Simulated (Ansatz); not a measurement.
**Response to strain in hypothetical zinc blende CsBr**

The reference is CsBr in the zinc blende structure (space group F-43m, No. 216; a = 8.1930 Å; a hypothetical phase, not in the database extracts checked). Axes: x, y, z lie along the cube axes.

Strains are applied to the cell and any free atomic positions relax; under biaxial strain the out-of-plane vector relaxes too.

Method: DFT with PBE, PAW potentials and a 420 eV plane-wave cutoff in Ansatz (a quantum-chemistry and plane-wave program), without spin-orbit coupling.

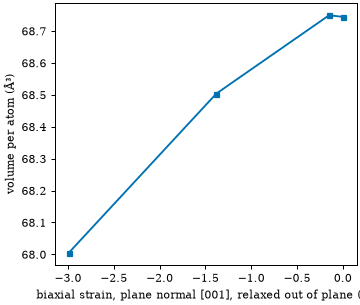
Figure. Volume per atom against biaxial strain, plane normal [001], relaxed out of plane

From the plot, what is the volume per atom for biaxial strain −1.38 %, plane normal [001], relaxed out of plane?

About 68.50 Å³.

Is the trend monotonic over the range shown?

Yes, it rises throughout, spanning 68.01 Å³ to 68.75 Å³.

Stability against distortions was not tested.
